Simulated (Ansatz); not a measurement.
# Calculations on BH$_{3}$OClF

**1. Relaxation**

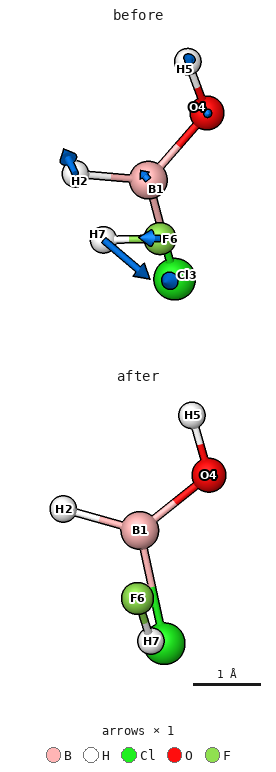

The structure of BH3OClF before (top) and after (bottom) a relaxation, at one scale. The blue arrows give the displacements, at their true length.

A ball-and-stick model, seen from a free direction.

The run prepares an end point of a later path (reaction) calculation, from a guessed geometry.

Computed with RKS B3LYP-D4/def2-SVP in Ansatz 0.2.0.

Input
```yaml
crystal:
  periodic: [false, false, false]
  atoms:
    - { symbol: B, position_ang: [0.059162, -0.335419, -0.07942] }
    - { symbol: H, position_ang: [0.065926, -0.478692, 1.112435] }
    - { symbol: Cl, position_ang: [1.615574, -0.240675, -0.901711] }
    - { symbol: O, position_ang: [-1.065126, -0.361452, -0.809915] }
    - { symbol: H, position_ang: [-1.872811, -0.397752, -0.282305] }
    - { symbol: F, position_ang: [0.029448, 1.987108, 0.913932] }
    - { symbol: H, position_ang: [0.367226, 1.323482, 1.465883] }
basis:
  gaussian: { orbitals: def2-SVP }
hamiltonian:
  xc: b3lyp
  dispersion: d4
relax:
  f_tol: 0.03
  max_steps: 50
output:
  orbitals: {}
```

Run as
```bash
ansatz run input.yaml --threads 1 --pin off --max-ram 2048MiB --backend cpu --events-out ev --progress --plain --runs-dir out
```

Question: Summarise the run.

Answer: After 16 accepted moves (21 points after the start) the energy has fallen by 0.156 eV. The largest force component goes from 0.25 to 0.02 eV/Å. The line search rejected the trial steps at points 1, 10, 14, 18, 20 of the run. H7 moves most after the best rigid fit: 0.94 Å. By element the largest moves are H 0.94 Å, Cl 0.45 Å, F 0.37 Å, B 0.21 Å, O 0.11 Å. Among the contacts that change: B1–Cl3 1.763 → 1.791 Å, F6–H7 0.927 → 0.933 Å, B1–O4 1.341 → 1.337 Å. Among the angles between lasting bonds that change: Cl3–B1–O4 119.2° → 116.8°.

**2. Relaxation**

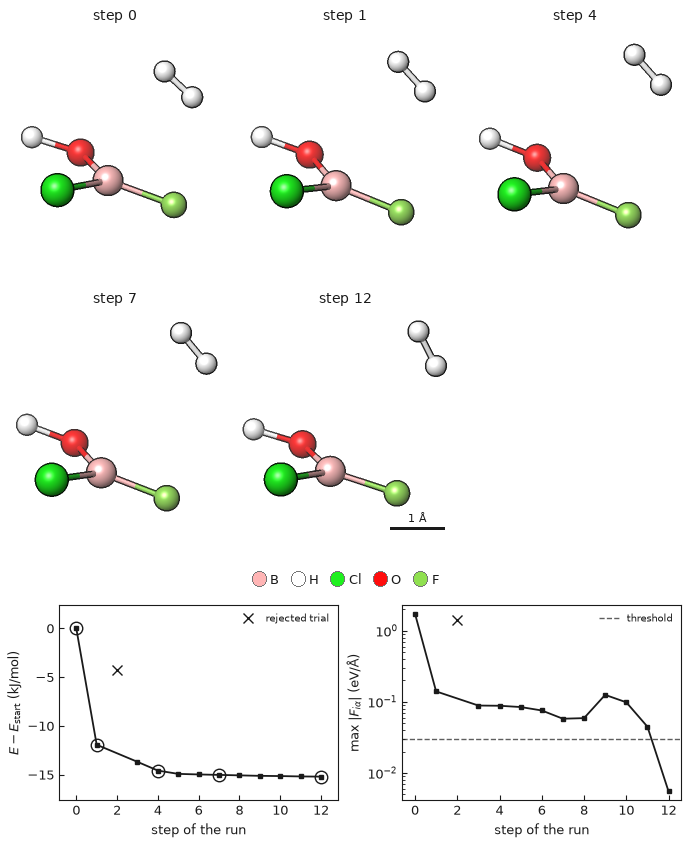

Frames of a relaxation of BH3OClF, marked on the history of the run. A ball-and-stick model, seen from a free direction.

The run prepares an end point of a later path (reaction) calculation, from a guessed geometry.

These are results of RKS B3LYP-D4/def2-SVP in Ansatz 0.2.0, not measurements.

The input:
```yaml
crystal:
  periodic: [false, false, false]
  atoms:
    - { symbol: B, position_ang: [-0.030122, 0.497343, -0.363515] }
    - { symbol: H, position_ang: [0.112386, -0.075602, 1.960472] }
    - { symbol: Cl, position_ang: [1.387089, -0.44433, -0.877084] }
    - { symbol: O, position_ang: [-1.281842, 0.026093, -0.472865] }
    - { symbol: H, position_ang: [-1.328026, -0.869273, -0.829832] }
    - { symbol: F, position_ang: [0.15298, 1.726783, 0.086523] }
    - { symbol: H, position_ang: [0.186935, 0.635587, 1.915202] }
basis:
  gaussian: { orbitals: def2-SVP }
hamiltonian:
  xc: b3lyp
  dispersion: d4
relax:
  f_tol: 0.03
  max_steps: 50
```

Launched with:
```bash
ansatz run input.yaml --threads 1 --pin off --max-ram 2048MiB --backend cpu --events-out ev --progress --plain --runs-dir out
```

Describe the path.

After 11 accepted moves (12 points after the start) the energy has fallen by 15.2 kJ/mol. The largest force component goes from 1.7 to 0.0055 eV/Å. The line search rejected the trial step at point 2 of the run. H2 moves most after the best rigid fit: 0.67 Å. Largest moves by element: H 0.67 Å, O 0.24 Å, B 0.22 Å, Cl 0.18 Å, F 0.18 Å. Near-neighbour distances that change, for instance: H2–H7 0.717 → 0.760 Å. From step 0 to 1: H2 moves most (0.20 Å), energy −11.9 kJ/mol. From step 1 to 4: H2 moves most (0.18 Å), energy −2.65 kJ/mol. From step 4 to 7: H2 moves most (0.16 Å), energy −0.44 kJ/mol. From step 7 to 12: H2 moves most (0.16 Å), energy −0.18 kJ/mol.

```
step  E − E(0), kJ/mol  largest force component, eV/Å      note
   0              0.00                         1.7399          
   1            -11.92                         0.1402          
   2             -4.30                         1.4295  rejected
   3            -13.67                         0.0887          
   4            -14.57                         0.0881          
   5            -14.91                         0.0845          
   6            -14.96                         0.0756          
   7            -15.01                         0.0579          
   8            -15.06                         0.0590          
   9            -15.11                         0.1254          
  10            -15.13                         0.0985          
  11            -15.17                         0.0447          
  12            -15.19                         0.0055
```

**3. Path**

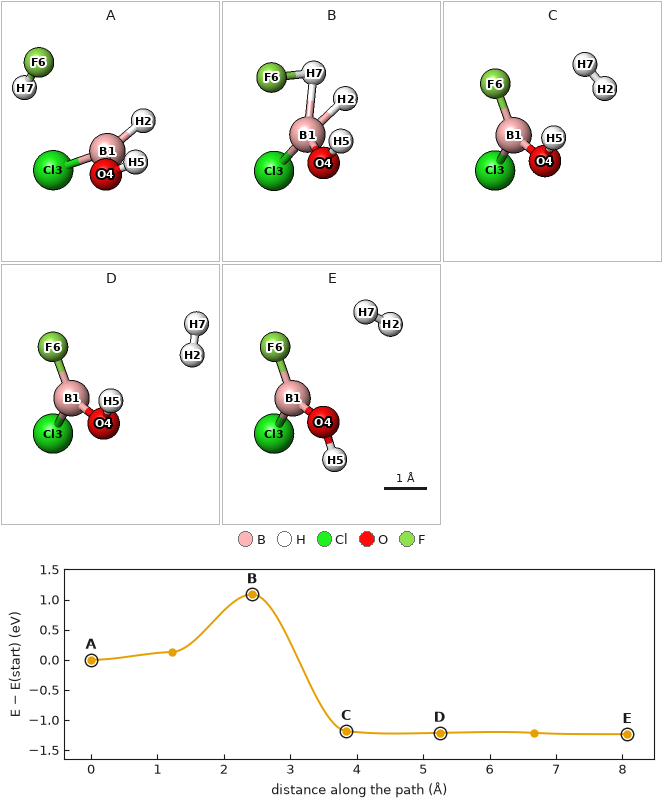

A search for the minimum-energy path of BH3OClF, made up at the start of BH$_{2}$OCl and HF by the nudged elastic band. Images are numbered from 0 (start) to 6 (end). Frames A to E are images 0, 2, 3, 4, 6. The picture is a ball-and-stick view, seen from a free direction.

Theory: RKS B3LYP-D4/def2-SVP (Ansatz).

Input file:
```yaml
crystal:
  periodic: [false, false, false]
  atoms:
    - { symbol: B, position_ang: [-0.053593, -0.471112, 0.031073] }
    - { symbol: H, position_ang: [-0.156911, -1.02988, 1.087561] }
    - { symbol: Cl, position_ang: [1.579781, 0.033523, -0.504033] }
    - { symbol: O, position_ang: [-1.06224, -0.246553, -0.816913] }
    - { symbol: H, position_ang: [-1.920388, -0.52336, -0.469303] }
    - { symbol: F, position_ang: [0.021361, 1.954583, 1.293409] }
    - { symbol: H, position_ang: [0.79139, 1.779398, 0.797106] }
basis:
  gaussian: { orbitals: def2-SVP }
hamiltonian:
  xc: b3lyp
  dispersion: d4
neb:
  order_check: false
  images: 5
  f_tol: 0.05
  max_iterations: 60
  final_atoms:
    - { symbol: B, position_ang: [-0.16964979, 0.5925027, -0.53280496] }
    - { symbol: H, position_ang: [0.53336386, -0.33370059, 2.50239162] }
    - { symbol: Cl, position_ang: [1.24111009, -0.19011988, -1.27487634] }
    - { symbol: O, position_ang: [-1.40292952, 0.06764861, -0.59636497] }
    - { symbol: H, position_ang: [-1.45001559, -0.76985194, -1.07368366] }
    - { symbol: F, position_ang: [0.00354507, 1.73840993, 0.10095954] }
    - { symbol: H, position_ang: [0.44397588, 0.39171017, 2.29327877] }
  initial_path:
    images:
      - { positions_ang: [[-0.053593, -0.471112, 0.031073], [-0.156911, -1.02988, 1.087561], [1.579781, 0.033523, -0.504033], [-1.06224, -0.246553, -0.816913], [-1.920388, -0.52336, -0.469303], [0.021361, 1.954583, 1.293409], [0.79139, 1.779398, 0.797106]] }
      - { positions_ang: [[-0.03417619, -0.3106643, 0.01814685], [-0.11575033, -0.70918609, 1.23498894], [1.59917505, 0.03998903, -0.63487611], [-1.10770401, -0.14793138, -0.79182596], [-1.85179248, -0.61739314, -0.5091952], [0.12746212, 1.79621177, 1.05786246], [0.58218586, 1.4455731, 1.04379903]] }
      - { positions_ang: [[-0.01475939, -0.15021659, 0.0052207], [-0.07458967, -0.38849217, 1.38241688], [1.61856911, 0.04645505, -0.76571923], [-1.15316803, -0.04930975, -0.76673892], [-1.78319697, -0.71142628, -0.54908741], [0.23356323, 1.63784055, 0.82231593], [0.37298171, 1.11174819, 1.29049205]] }
      - { positions_ang: [[0.00465742, 0.01023111, -0.00770545], [-0.033429, -0.06779826, 1.52984482], [1.63796316, 0.05292108, -0.89656234], [-1.19863204, 0.04931187, -0.74165189], [-1.71460145, -0.80545942, -0.58897961], [0.33966435, 1.47946932, 0.58676939], [0.16377757, 0.77792329, 1.53718508]] }
      - { positions_ang: [[-0.05344498, 0.20432164, -0.18273862], [0.15550195, -0.15643237, 1.85402709], [1.5056788, -0.02809257, -1.02266701], [-1.2667312, 0.05542412, -0.69322291], [-1.62640617, -0.79359026, -0.75054763], [0.22762459, 1.56578286, 0.42483277], [0.25717701, 0.64918558, 1.78921631]] }
      - { positions_ang: [[-0.11154739, 0.39841217, -0.35777179], [0.34443291, -0.24506648, 2.17820935], [1.37339445, -0.10910622, -1.14877167], [-1.33483036, 0.06153637, -0.64479394], [-1.53821088, -0.7817211, -0.91211564], [0.11558483, 1.6520964, 0.26289615], [0.35057644, 0.52044787, 2.04124754]] }
      - { positions_ang: [[-0.16964979, 0.5925027, -0.53280496], [0.53336386, -0.33370059, 2.50239162], [1.24111009, -0.19011988, -1.27487634], [-1.40292952, 0.06764861, -0.59636497], [-1.45001559, -0.76985194, -1.07368366], [0.00354507, 1.73840993, 0.10095954], [0.44397588, 0.39171017, 2.29327877]] }
```

Launched with:
```bash
ansatz run input.yaml --threads 1 --pin off --max-ram 2048MiB --backend cpu --events-out ev --progress --plain --runs-dir out
```

**Describe the mechanism and the energy profile.**

Breaking: B1–H2 (1.20 → 1.36 at the top → 3.25 Å), F6–H7 (0.93 → 1.16 at the top → 2.61 Å). Forming: B1–F6 (2.74 → 1.67 at the top → 1.32 Å), H2–H7 (2.98 → 1.04 at the top → 0.76 Å). Forward barrier 1.09 eV, backward barrier 2.32 eV, with image 2 at the top; the reaction energy is −1.23 eV. The band converged in 26 iterations. The largest component of the band force went from 71 to 0.035 eV/Å. The climbing image converged on the top of the path. Its vibrational analysis gives one imaginary mode (1193i cm⁻¹), as a transition state must have.

Limits of the set-up: the start holds two separate molecules, 2.3 Å apart at their closest, whose relative position is a soft coordinate.

Cost: 4.3 min on 1 thread of Arm Neoverse V2, with other jobs on the host, peak memory 0.16 GiB.
